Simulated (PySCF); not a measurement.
# One shape, several levels: GeH4O2 (SMILES [OH][GeH2][OH])

Aim: a comparison of 5 runs (HF/STO-3G, HF/3-21G, HF/def2-SVP, B3LYP/6-31G*, PBE0/def2-SVP) of GeH4O2. The job is set up through a Python script.

The calculation is run with PySCF 2.14.0.

## (1) The molecule

GeH4O2: 7 atoms, total charge 0, spin state singlet. As SMILES, `[OH][GeH2][OH]`. The coordinates come from a PBE0-D4/def2-TZVP relaxation. This is one conformer, not always the lowest.

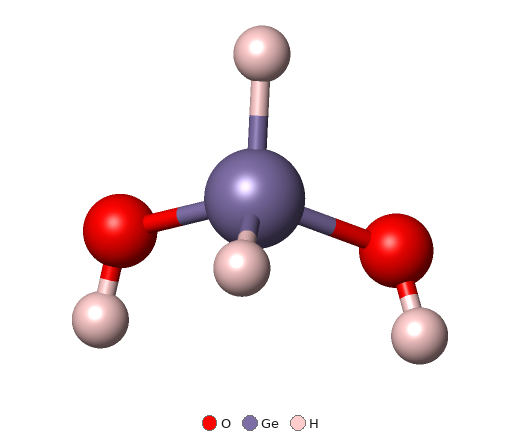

The structure, seen from a chosen angle (oxygen red, germanium purple, hydrogen pink).

## (2) Energy and gradient at HF/STO-3G (run 1)

Input file run.py:

```python
from pyscf import gto, scf

molecule = gto.M(
    atom='''
O     -2.818149    -0.786126    -0.328623
Ge     0.044409     0.712427     0.576933
O      2.546217    -1.509702     0.757024
H     -3.089513    -0.791228    -2.120462
H      0.686726     2.759945    -1.396697
H     -0.325978     1.631023     3.283021
H      3.071939    -2.145217    -0.857558
''',
    basis='sto-3g',
    unit='bohr',
    verbose=3,
    max_memory=1860,
    spin=0,
)

myscf = scf.RHF(molecule)
myscf.conv_tol = 1e-10
myscf.kernel()
if not myscf.converged:
    myscf = myscf.newton().run(myscf.mo_coeff, myscf.mo_occ)

e_tot = myscf.e_tot
print('Final energy', e_tot)
grad = myscf.nuc_grad_method().kernel()
dip = myscf.dip_moment()
pop, q = myscf.mulliken_pop()
```

On the command line:

```sh
$ OMP_NUM_THREADS=1 python run.py
```

The program printed:

```text
converged SCF energy = -2201.77212457262
Final energy -2201.77212457262
--------------- RHF gradients ---------------
         x                y                z
0 O    -0.0208836839    -0.0065206330    -0.0460206406
1 Ge    -0.0011915651    -0.0034066186     0.0094911874
2 O     0.0252548405    -0.0245304414    -0.0350019087
3 H    -0.0035168195    -0.0035644138     0.0328630933
4 H     0.0076631590     0.0233175587    -0.0278745045
5 H    -0.0048009173     0.0085351403     0.0342216525
6 H    -0.0025250136     0.0061694077     0.0323211207
----------------------------------------------
Dipole moment(X, Y, Z, Debye):  0.33095,  1.10561, -2.07196
 ** Mulliken pop  **
pop of  0 O 1s            1.99782
pop of  0 O 2s            1.83967
pop of  0 O 2px           1.55007
pop of  0 O 2py           1.84479
pop of  0 O 2pz           1.23295
pop of  1 Ge 1s           1.99998
pop of  1 Ge 2s           1.99876
pop of  1 Ge 3s           1.99736
pop of  1 Ge 4s           1.12438
pop of  1 Ge 2px          1.99955
pop of  1 Ge 2py          1.99957
pop of  1 Ge 2pz          1.99957
pop of  1 Ge 3px          1.97960
pop of  1 Ge 3py          1.98030
pop of  1 Ge 3pz          1.98084
pop of  1 Ge 4px          0.59657
pop of  1 Ge 4py          0.69492
pop of  1 Ge 4pz          0.82108
pop of  1 Ge 3dxy         1.98179
pop of  1 Ge 3dyz         1.98626
pop of  1 Ge 3dz^2        1.98259
pop of  1 Ge 3dxz         1.99580
pop of  1 Ge 3dx2-y2      1.99611
pop of  2 O 1s            1.99781
pop of  2 O 2s            1.83963
pop of  2 O 2px           1.60354
pop of  2 O 2py           1.64842
pop of  2 O 2pz           1.37450
pop of  3 H 1s            0.83898
pop of  4 H 1s            1.14933
pop of  5 H 1s            1.12817
pop of  6 H 1s            0.83929
 ** Mulliken atomic charges  **
charge of    0O =     -0.46529
charge of    1Ge =      0.88497
charge of    2O =     -0.46390
charge of    3H =      0.16102
charge of    4H =     -0.14933
charge of    5H =     -0.12817
charge of    6H =      0.16071
```

Run time: 1.5 s. Hardware: 1 thread of Arm Neoverse V1, shared host; peak memory 0.14 GiB.

## (3) Energy and forces at HF/3-21G (run 2)

Input file input.py:

```python
from pyscf import gto

molecule = gto.M(
    atom='''
O   -1.491300  -0.416000  -0.173900
Ge   0.023500   0.377000   0.305300
O    1.347400  -0.798900   0.400600
H   -1.634900  -0.418700  -1.122100
H    0.363400   1.460500  -0.739100
H   -0.172500   0.863100   1.737300
H    1.625600  -1.135200  -0.453800
''',
    basis='3-21g',
    verbose=4,
    charge=0,
    spin=0,
    max_memory=1860,
)

mf = molecule.RHF()
mf.conv_tol = 1e-10
mf.kernel()
if not mf.converged:
    mf = mf.newton().run(mf.mo_coeff, mf.mo_occ)

e_tot = mf.e_tot
print('Final energy', e_tot)
grad = mf.nuc_grad_method().kernel()
mf.analyze()
```

On the command line:

```sh
$ OMP_NUM_THREADS=1 python input.py
```

The program printed:

```text
PySCF version 2.14.0

[... 61 lines left out ...]
converged SCF energy = -2216.60623237506
[... 18 lines left out ...]
Two-electron Energy =                 1093.647543435623447
[... 6 lines left out ...]
MO #3   energy= -45.9937287018477  occ= 2
[... 4 lines left out ...]
MO #8   energy= -7.19692685337553  occ= 2
[... 4 lines left out ...]
MO #13  energy= -1.60401897192001  occ= 2
[... 4 lines left out ...]
MO #18  energy= -1.29542761913397  occ= 2
[... 4 lines left out ...]
MO #23  energy= -0.50341208833218  occ= 2
[... 4 lines left out ...]
MO #28  energy= 0.180085089461786  occ= 0
[... 4 lines left out ...]
MO #33  energy= 0.396768866471873  occ= 0
[... 4 lines left out ...]
MO #38  energy= 1.29998017928728   occ= 0
[... 4 lines left out ...]
MO #43  energy= 1.87598899376161   occ= 0
[... 4 lines left out ...]
MO #48  energy= 3.17986170750339   occ= 0
[... 19 lines left out ...]
pop of  1 Ge 3px          1.99989
pop of  1 Ge 3py          1.99990
pop of  1 Ge 3pz          1.99991
pop of  1 Ge 4px          0.46219
pop of  1 Ge 4py          0.60513
pop of  1 Ge 4pz          0.82302
pop of  1 Ge 5px          0.01662
pop of  1 Ge 5py          0.01660
pop of  1 Ge 5pz          0.01788
pop of  1 Ge 3dxy         1.99401
pop of  1 Ge 3dyz         1.99716
pop of  1 Ge 3dz^2        1.99576
pop of  1 Ge 3dxz         1.99859
pop of  1 Ge 3dx2-y2      1.99884
pop of  2 O 1s            1.99985
pop of  2 O 2s            1.66982
pop of  2 O 3s            0.00336
pop of  2 O 2px           1.71643
pop of  2 O 2py           1.73630
pop of  2 O 2pz           1.55199
pop of  2 O 3px           0.00313
pop of  2 O 3py           0.00310
pop of  2 O 3pz           0.00187
pop of  3 H 1s            0.70462
pop of  3 H 2s            0.01055
pop of  4 H 1s            1.15520
pop of  4 H 2s            0.00307
pop of  5 H 1s            1.11464
pop of  5 H 2s            0.00147
pop of  6 H 1s            0.70530
pop of  6 H 2s            0.01045
 ** Mulliken atomic charges  **
charge of    0O =     -0.68848
charge of    1Ge =      1.07963
charge of    2O =     -0.68584
charge of    3H =      0.28483
charge of    4H =     -0.15827
charge of    5H =     -0.11611
charge of    6H =      0.28425
Dipole moment(X, Y, Z, Debye):  0.46078,  1.29338, -3.28025
```

It took 1.6 s on 1 thread of Arm Neoverse V1, shared host; peak memory 0.16 GiB.

Runs 3 to 4 aren't shown in full; the table further down has their settings and results.

## (4) Energy and forces at PBE0/def2-SVP (run 5)

Input file calc.py:

```python
from pyscf import gto, dft

molecule = gto.Mole()
molecule.atom = '''
O     -1.491300    -0.416000    -0.173900
Ge     0.023500     0.377000     0.305300
O      1.347400    -0.798900     0.400600
H     -1.634900    -0.418700    -1.122100
H      0.363400     1.460500    -0.739100
H     -0.172500     0.863100     1.737300
H      1.625600    -1.135200    -0.453800
'''
molecule.basis = 'def2-svp'
molecule.charge = 0
molecule.verbose = 4
molecule.max_memory = 1860
molecule.build()

ks = dft.RKS(molecule, xc='pbe0')
ks.conv_tol = 1e-10
ks.grids.level = 5
ks.kernel()
if not ks.converged:
    ks = ks.newton().run(ks.mo_coeff, ks.mo_occ)

e_final = ks.e_tot
print(f'total energy: {e_final:.8f} hartree')
grad = ks.nuc_grad_method().kernel()
ks.analyze()
```

On the command line:

```sh
$ OMP_NUM_THREADS=1 python calc.py
```

The program printed:

```text
PySCF version 2.14.0

[... 96 lines left out ...]
DFT Exchange-Correlation Energy =      -97.382441492843668
[... 9 lines left out ...]
MO #8   energy= -6.30705554541546  occ= 2
[... 7 lines left out ...]
MO #16  energy= -1.25797482551357  occ= 2
[... 7 lines left out ...]
MO #24  energy= -0.351920076406192 occ= 2
[... 7 lines left out ...]
MO #32  energy= 0.128976278501305  occ= 0
[... 7 lines left out ...]
MO #40  energy= 0.49952969910753   occ= 0
[... 7 lines left out ...]
MO #48  energy= 1.05244508137368   occ= 0
[... 7 lines left out ...]
MO #56  energy= 1.52304651305632   occ= 0
[... 7 lines left out ...]
MO #64  energy= 2.21532644010324   occ= 0
[... 7 lines left out ...]
MO #72  energy= 2.82664552984414   occ= 0
[... 7 lines left out ...]
MO #80  energy= 3.73361520549385   occ= 0
[... 51 lines left out ...]
pop of  2 O 2px           1.70553
pop of  2 O 2py           1.72359
pop of  2 O 2pz           1.57958
pop of  2 O 3px           0.00274
pop of  2 O 3py           0.00329
pop of  2 O 3pz           0.00331
pop of  2 O 3dxy          0.00103
pop of  2 O 3dyz          0.00126
pop of  2 O 3dz^2         0.00286
pop of  2 O 3dxz          0.00107
pop of  2 O 3dx2-y2       0.00032
pop of  3 H 1s            0.66530
pop of  3 H 2s            0.01218
pop of  3 H 2px           0.00167
pop of  3 H 2py           0.00182
pop of  3 H 2pz           0.00162
pop of  4 H 1s            1.09685
pop of  4 H 2s            0.00443
pop of  4 H 2px           0.00038
pop of  4 H 2py           0.00140
pop of  4 H 2pz           0.00155
pop of  5 H 1s            1.05795
pop of  5 H 2s            0.00444
pop of  5 H 2px           0.00013
pop of  5 H 2py           0.00028
pop of  5 H 2pz           0.00302
pop of  6 H 1s            0.66606
pop of  6 H 2s            0.01215
pop of  6 H 2px           0.00170
pop of  6 H 2py           0.00177
pop of  6 H 2pz           0.00158
 ** Mulliken atomic charges  **
charge of    0O =     -0.68490
charge of    1Ge =      0.90428
charge of    2O =     -0.68308
charge of    3H =      0.31741
charge of    4H =     -0.10462
charge of    5H =     -0.06582
charge of    6H =      0.31674
Dipole moment(X, Y, Z, Debye):  0.32657,  0.84636, -2.53282
```

Run time: 24 s. Hardware: 1 thread of Arm Neoverse V1, shared host; peak memory 0.81 GiB.

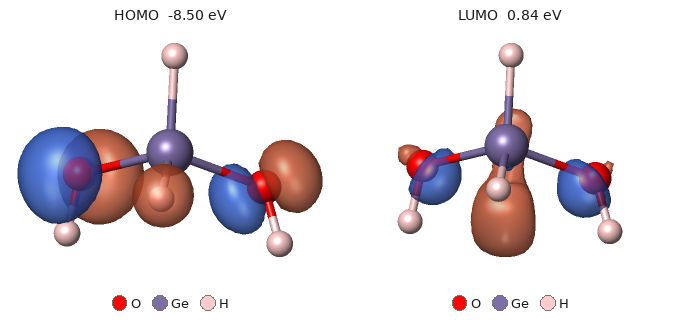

Frontier orbitals of this run, surfaces at ±0.2 Å^-3/2.

## (5) The series

```
run                               level  integration grid   energy (Eh)  dipole moment (D)  HOMO energy (eV)  LUMO energy (eV)  wall time
  1                           HF/STO-3G                 –  -2201.772125               2.37             -9.03             11.72      1.5 s
  2                            HF/3-21G                 –  -2216.606232               3.56            -12.31              4.73      1.6 s
  3                         HF/def2-SVP                 –  -2227.073887               2.99            -12.58              4.08      5.1 s
  4  B3LYP/6-31G* (spherical functions)                 5  -2229.628285               2.81             -8.09              0.40       21 s
  5                       PBE0/def2-SVP                 5  -2229.084678               2.69             -8.50              0.84       24 s
```

## (6) What came out

| quantity | value |
| --- | --- |
| run 5: total energy | -2229.08468 Eh |
| run 5: dipole moment | 2.69 D |
| run 5: HOMO energy | -8.50 eV |
| run 5: LUMO energy | 0.84 eV |
| run 5: HOMO–LUMO gap | 9.34 eV |
| run 5: largest force on an atom | 0.180 eV/Å |

In words: The dipole moment (its size) runs from 2.37 D (HF/STO-3G) to 3.56 D (HF/3-21G). The HOMO–LUMO gap runs from 8.49 eV (B3LYP/6-31G*) to 20.76 eV (HF/STO-3G). The two ends differ in method and basis. Totals of different functionals can't be ranked against each other. In run 1 the basis is minimal, so the values are rough. All runs together took 53 s, the longest 24 s.
